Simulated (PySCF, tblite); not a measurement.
# C4H5NO2S+ (doublet): geometry, infrared bands and EPR parameters

Wanted: the infrared bands and EPR parameters of C4H5NO2S+ (doublet) (`NC(=[O+])[C@@H]1SCC1=O`), by calculation.

The runs use tblite 0.8.0 and PySCF 2.14.0, with density-fitted response routines of our own; the level of theory stands in each step. All values are computed, except where a source is named. Atoms are numbered from 0 throughout.

### 1 The molecule as given

13 atoms, charge 1, multiplicity 2; geometry from: force field or distance geometry start.

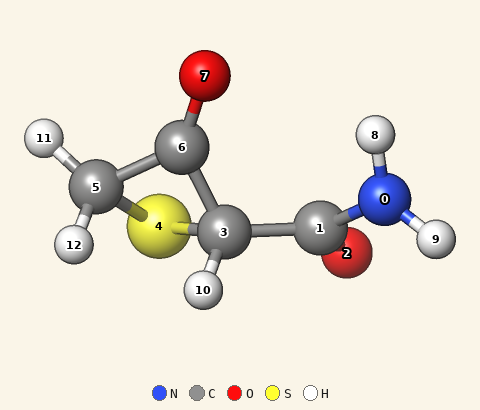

The starting geometry (nitrogen blue, carbon grey, oxygen red, sulfur yellow, hydrogen white), atoms numbered.

### 2 Relaxing the molecule with GFN2-xTB

What the job is given:

```
{"job": {"kind": "relax", "xc": "GFN2-xTB", "basis": "xTB"}, "charge": 1, "multiplicity": 2}
N      2.331400     0.160900    -0.263600
C      1.196200    -0.670400    -0.607600
O      1.349500    -1.638600    -1.427700
C     -0.144700    -0.457200    -0.008800
S     -1.452400    -1.152900    -1.079200
C     -2.095400     0.195100    -0.027500
C     -0.769200     0.860500    -0.260100
O     -0.392400     2.005000    -0.531200
H      2.222300     1.201200    -0.444100
H      3.199200    -0.228200     0.146400
H     -0.255200    -0.828000     1.049300
H     -2.966300     0.731300    -0.445000
H     -2.227400    -0.178200     1.020300
```

Run with:

```console
OMP_NUM_THREADS=1 python probes_run.py task.json out
```

This one command runs all jobs of the session in turn.

Output:

```text
step      E/eV     max force
  0    -675.23119    6.354
  1    -675.69730    7.157
  2    -676.16039    1.882
  3    -676.28054    1.743
  4    -676.38671    1.375
  5    -676.46122    0.781
  6    -676.57669    1.484
  7    -676.65118    1.056
  8    -676.76127    1.097
  9    -676.83517    0.823
 10    -676.88850    0.691
 11    -676.91986    0.545
 12    -676.97163    0.664
 13    -677.01912    0.633
 14    -677.06148    0.689
 15    -677.10104    0.566
 16    -677.12764    0.452
 17    -677.14605    0.530
 18    -677.16706    0.470
 19    -677.18944    0.612
 20    -677.21940    0.595
 21    -677.24109    0.464
 22    -677.26114    0.425
 23    -677.27279    0.304
 24    -677.28230    0.629
 25    -677.29380    0.332
 26    -677.31378    0.306
 27    -677.32700    0.279
 28    -677.33755    0.288
 29    -677.34505    0.292
 30    -677.35339    0.290
 31    -677.36472    0.279
 32    -677.37771    0.298
 33    -677.38770    0.355
 34    -677.39625    0.365
 35    -677.40315    0.348
 36    -677.41022    0.276
 37    -677.41607    0.223
 38    -677.42087    0.183
 39    -677.42412    0.152
 40    -677.42856    0.138
 41    -677.43324    0.174
 42    -677.43856    0.258
 43    -677.44260    0.167
 44    -677.44649    0.152
 45    -677.44869    0.130
 46    -677.45083    0.138
 47    -677.45300    0.134
 48    -677.45513    0.105
 49    -677.45672    0.115
 50    -677.45769    0.084
 51    -677.45815    0.057
 52    -677.45843    0.054
 53    -677.45869    0.054
 54    -677.45906    0.068
 55    -677.45946    0.055
 56    -677.45979    0.045
 57    -677.45999    0.041
 58    -677.46015    0.037
 59    -677.46033    0.037
 60    -677.46053    0.031
 61    -677.46070    0.032
 62    -677.46084    0.036
 63    -677.46095    0.030
 64    -677.46104    0.025
 65    -677.46111    0.022
 66    -677.46116    0.024
 67    -677.46121    0.020
 68    -677.46126    0.021
 69    -677.46131    0.017
 70    -677.46133    0.012
 71    -677.46134    0.008
```

Run time: 0.37 s. Hardware: 1 thread of Arm Neoverse V2, shared host.

The steps of the relaxation: (not every step is listed)

| step | energy from step 0 (eV) | largest force (eV/Å) |
| --- | --- | --- |
| 0 | 0.0000 | 6.3545 |
| 1 | -0.4661 | 7.1566 |
| 2 | -0.9292 | 1.8819 |
| 3 | -1.0494 | 1.7433 |
| 4 | -1.1555 | 1.3752 |
| 5 | -1.2300 | 0.7808 |
| 6 | -1.3455 | 1.4839 |
| 7 | -1.4200 | 1.0559 |
| 8 | -1.5301 | 1.0973 |
| 13 | -1.7879 | 0.6325 |
| 18 | -1.9359 | 0.4702 |
| 23 | -2.0416 | 0.3037 |
| 28 | -2.1064 | 0.2881 |
| 33 | -2.1565 | 0.3550 |
| 38 | -2.1897 | 0.1826 |
| 43 | -2.2114 | 0.1672 |
| 48 | -2.2239 | 0.1050 |
| 53 | -2.2275 | 0.0541 |
| 58 | -2.2290 | 0.0371 |
| 63 | -2.2298 | 0.0296 |
| 66 | -2.2300 | 0.0238 |
| 67 | -2.2300 | 0.0197 |
| 68 | -2.2301 | 0.0212 |
| 69 | -2.2301 | 0.0167 |
| 70 | -2.2301 | 0.0117 |
| 71 | -2.2301 | 0.0083 |

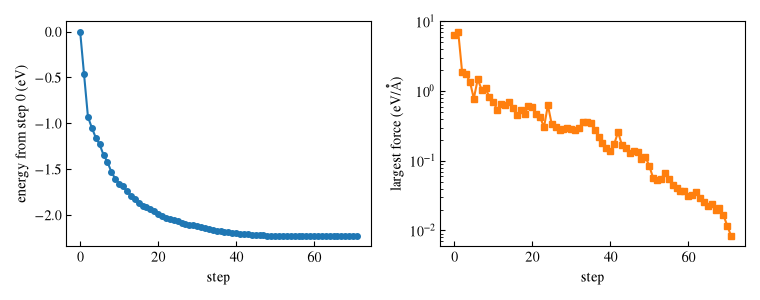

Energy and largest force along the relaxation.

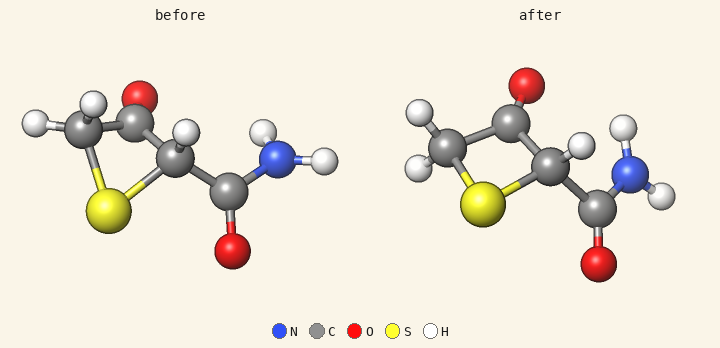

Before and after, at one scale.

Distances of close pairs at the start and the end, largest changes first:

| bond | before (Å) | after (Å) | change (Å) |
| --- | --- | --- | --- |
| N0–C1 | 1.448 | 1.319 | -0.130 |
| C1–C3 | 1.484 | 1.609 | +0.125 |
| C1–O2 | 1.278 | 1.192 | -0.086 |
| C6–O7 | 1.235 | 1.184 | -0.051 |
| N0–H8 | 1.061 | 1.011 | -0.051 |
| C3–C6 | 1.480 | 1.526 | +0.046 |
| C3–S4 | 1.828 | 1.793 | -0.035 |
| C3–H10 | 1.127 | 1.094 | -0.033 |

The end geometry stands in the next job.

### 3 Infrared spectrum with GFN2-xTB

What the job is given:

```
{"job": {"kind": "ir", "xc": "GFN2-xTB", "basis": "xTB"}, "charge": 1, "multiplicity": 2}
N      2.083432     0.236968    -0.469020
C      1.246091    -0.759041    -0.684178
O      1.330850    -1.692256    -1.421248
C     -0.052720    -0.639044     0.258050
S     -1.547905    -1.455817    -0.299432
C     -2.057955     0.290668    -0.305380
C     -0.694254     0.743198     0.174400
O     -0.221249     1.809986     0.374024
H      1.883410     1.017652     0.141156
H      2.941333     0.265081    -1.006120
H      0.315867    -0.989483     1.226363
H     -2.376544     0.668890    -1.279452
H     -2.854743     0.503684     0.411861
```

Output:

```text
mode    cm-1     km/mol
  1      46.5      7.53
  2      83.3     16.97
  3     150.4      5.92
  4     194.6      2.22
  5     355.9      5.27
  6     409.3      8.44
  7     461.6     24.22
  8     507.7      7.80
  9     535.9     53.90
 10     544.6      9.85
 11     548.3    265.10
 12     622.7      9.64
 13     651.1     24.47
 14     733.5     36.82
 15     784.6      8.71
 16     835.4     37.54
 17     900.2     29.69
 18     953.2     10.31
 19     999.2    109.02
 20    1029.5     76.72
 21    1041.6     21.08
 22    1086.3     13.79
 23    1142.3      9.73
 24    1249.9    153.13
 25    1335.6     91.34
 26    1426.6    178.42
 27    1840.7    226.69
 28    1862.2    531.14
 29    2938.3     24.43
 30    2960.5     36.60
 31    2981.0     49.98
 32    3392.7    205.18
 33    3444.3     93.45
```

Run time: 0.33 s. Hardware: 1 thread of Arm Neoverse V2, shared host.

The strongest bands and the atoms that carry them (share of the mass-weighted mode):

| cm⁻¹ | km/mol | atoms |
| --- | --- | --- |
| 548 | 265.1 | H9 47 %, H8 31 %, N0 14 % |
| 999 | 109.0 | C6 48 %, C5 16 %, H10 10 % |
| 1250 | 153.1 | C1 35 %, N0 24 %, H9 17 %, O2 14 % |
| 1427 | 178.4 | H8 41 %, H9 33 %, N0 19 % |
| 1841 | 226.7 | C1 59 %, O2 27 % |
| 1862 | 531.1 | C6 57 %, O7 34 % |
| 3393 | 205.2 | H9 52 %, H8 44 % |
| 3444 | 93.5 | H8 49 %, H9 42 % |

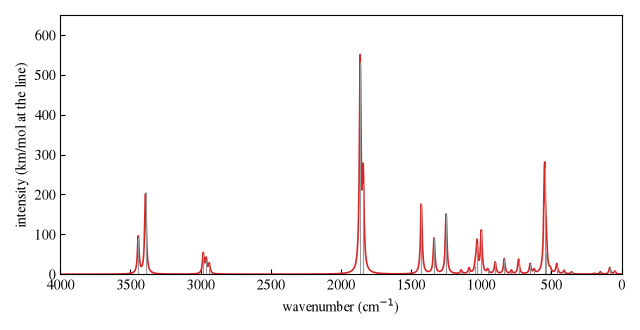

The infrared spectrum from these modes, unscaled. Lines are broadened to a width of 14 cm⁻¹ (Lorentzian).

### 4 EPR parameters: B3LYP/pcH-1

Settings changed since step 3:

```diff
@@ -1,2 +1,2 @@
-{"job": {"kind": "ir", "xc": "GFN2-xTB", "basis": "xTB"}, "charge": 1, "multiplicity": 2}
+{"job": {"kind": "epr", "basis": "pcH-1"}, "charge": 1, "multiplicity": 2}
 N      2.083432     0.236968    -0.469020
```

With the program's defaults for keys left out, this is: UKS B3LYP, pcH-1 on C H N O S, non-relativistic, mean-field spin-orbit, GIAO.

Output:

```text
UKS, coarse grid
  cycle   1  E = -758.21123257  |g| = 8.77e-01
  cycle   2  E = -755.68612237  |g| = 2.49e+00
  cycle   3  E = -758.48165445  |g| = 2.40e-01
  cycle   4  E = -758.44168920  |g| = 3.79e-01
  cycle   5  E = -758.50932108  |g| = 1.20e-01
  cycle   6  E = -758.51485704  |g| = 3.75e-02
  cycle   7  E = -758.51522547  |g| = 2.19e-02
  cycle   8  E = -758.51543601  |g| = 1.04e-02
  cycle   9  E = -758.51546846  |g| = 7.12e-03
  cycle  10  E = -758.51549495  |g| = 3.25e-03
  cycle  11  E = -758.51550061  |g| = 1.28e-03
  cycle  12  E = -758.51550186  |g| = 3.79e-04
UKS, final grid
  cycle   1  E = -758.51545902  |g| = 8.17e-04
  cycle   2  E = -758.51545595  |g| = 2.77e-03
  cycle   3  E = -758.51545933  |g| = 1.97e-04
  cycle   4  E = -758.51545935  |g| = 1.04e-04
  cycle   5  E = -758.51545936  |g| = 7.20e-05
  cycle   6  E = -758.51545936  |g| = 3.14e-05
  cycle   7  E = -758.51545936  |g| = 9.90e-06
E = -758.51545936 Eh   <S^2> = 0.7551 (exact 0.7500)
g shifts (ppm)      1          2          3
  rmc          -262       -262       -262
  gc             16         39         44
  oz_so         724      13639      22239
  total         479      13417      22022
hyperfine (MHz)  atom isotope    a_iso     a_fc   dipolar eigenvalues
    0   14N      12.82      12.87     -2.02     -1.42      3.44
    1   13C       3.20       3.21     -8.59     -2.80     11.39
    2   17O     -12.04     -11.59    -66.52     31.33     35.19
    3   13C     -16.40     -16.79    -11.27    -10.57     21.84
    4   33S      19.02      18.93    -62.91    -58.92    121.82
    5   13C      -4.07      -4.25     -3.48     -2.11      5.59
    6   13C      -5.89      -5.90     -3.61      0.87      2.75
    7   17O      -2.98      -2.82    -17.78      7.72     10.06
    8    1H      -3.91      -3.88     -3.23     -0.45      3.68
    9    1H      10.58      10.59     -3.00     -0.23      3.23
   10    1H      55.50      55.45     -4.69     -4.09      8.78
   11    1H      22.79      22.77     -3.91     -1.52      5.43
   12    1H      59.71      59.70     -3.38     -2.33      5.71
```

Wall time 88 s (1 thread of Arm Neoverse V2, shared host); peak memory 0.96 GiB.

Principal g values 2.00280, 2.01574, 2.02434; g(iso) = 2.01429, against 2.00232 for a free electron.

Hyperfine couplings, nucleus by nucleus at this fixed geometry (no averaging over rotations):

| nuclei | isotope | a(iso) (MHz) | a(iso) (G, at g = 2.0023) | largest dipolar term (MHz) |
| --- | --- | --- | --- | --- |
| H12 | 1H | 59.7 | 21.3 | 5.7 |
| H10 | 1H | 55.5 | 19.8 | 8.8 |
| H11 | 1H | 22.8 | 8.1 | 5.4 |
| S4 | 33S | 19.0 | 6.8 | 121.8 |
| C3 | 13C | -16.4 | -5.9 | 21.8 |
| N0 | 14N | 12.8 | 4.6 | 3.4 |
| O2 | 17O | -12.0 | -4.3 | -66.5 |
| H9 | 1H | 10.6 | 3.8 | 3.2 |
| C6 | 13C | -5.9 | -2.1 | -3.6 |
| C5 | 13C | -4.1 | -1.5 | 5.6 |
| H8 | 1H | -3.9 | -1.4 | 3.7 |
| C1 | 13C | 3.2 | 1.1 | 11.4 |
| O7 | 17O | -3.0 | -1.1 | -17.8 |

Mulliken spin populations:

N0 0.02; C1 0.02; O2 0.22; C3 0.02; S4 0.63; C5 -0.01; C6 -0.01; O7 0.05; H8 0.00; H9 0.01; H10 0.02; H11 0.01; H12 0.02

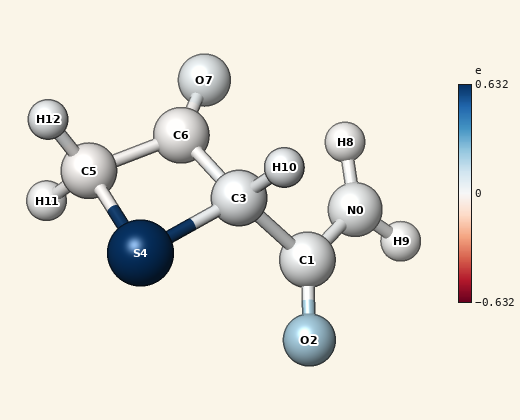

Mulliken spin populations, as colours on the atoms.

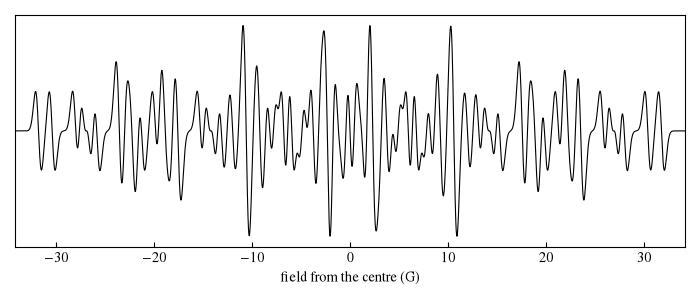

First-order isotropic spectrum (first derivative, main isotopes with spin only, couplings over 0.8 MHz, Gaussian width 0.3 G; couplings of the frozen geometry, rotation of groups not averaged beyond the rows shown).

The fields below are evaluated on a grid from the run's orbitals.

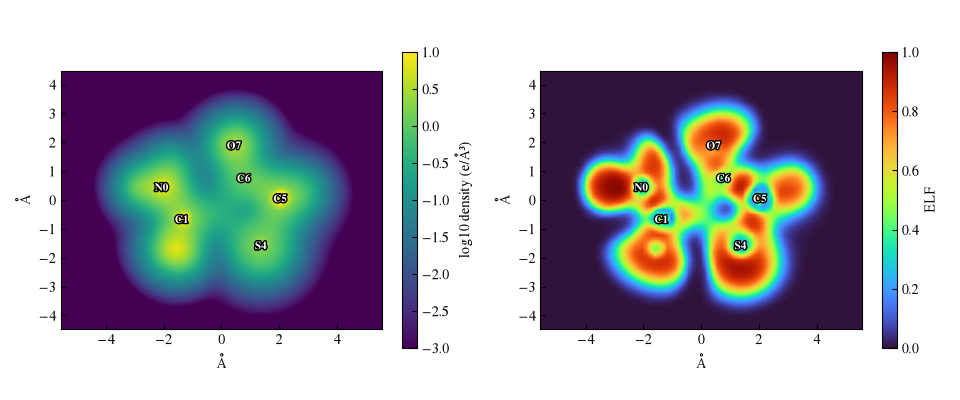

Density (left) and ELF (right) in a plane through or near 6 of the atoms.

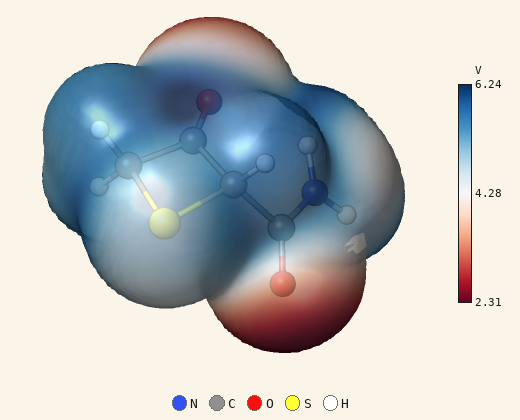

The potential that a unit positive charge feels on the 0.002 e/bohr³ surface, from 2.31 V near O2 to 6.24 V near C6.

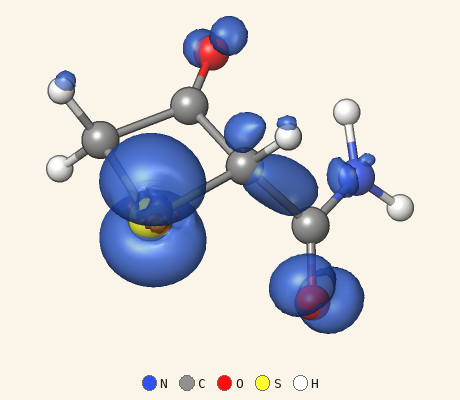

Spin density at ±0.05 e/Å³ (alpha excess blue, beta excess red).

### 5 What came out

| quantity | value |
| --- | --- |
| strongest single infrared mode (GFN2-xTB) | 1862 cm⁻¹, 531 km/mol |
| zero-point energy (GFN2-xTB) | 54.4 kcal/mol |
| g(iso) (B3LYP) | 2.01429 |
| ⟨S²⟩ | 0.755 (exact 0.75) |
| largest a(iso) | 1H on H12, 59.7 MHz |

In words: Relaxing lowered the energy by 2.230 eV in 71 steps; the close pair that moved most is N0–C1, from 1.448 to 1.319 Å. No mode is imaginary among the 33: a minimum at this level. The strongest single mode, at 1862 cm⁻¹, moves mainly C6 and O7. Unscaled tight-binding wavenumbers are off by several per cent, some by more. Its intensities can rank the bands wrongly. S4 carries the largest spin population, 0.63 e. The isotropic g lies 12.0 ppt above the free-electron value. These values are for one conformer; the search (at its own cheap level) found 2 more, at 0.06, 0.06 kcal/mol, and measured spectra average over such forms.
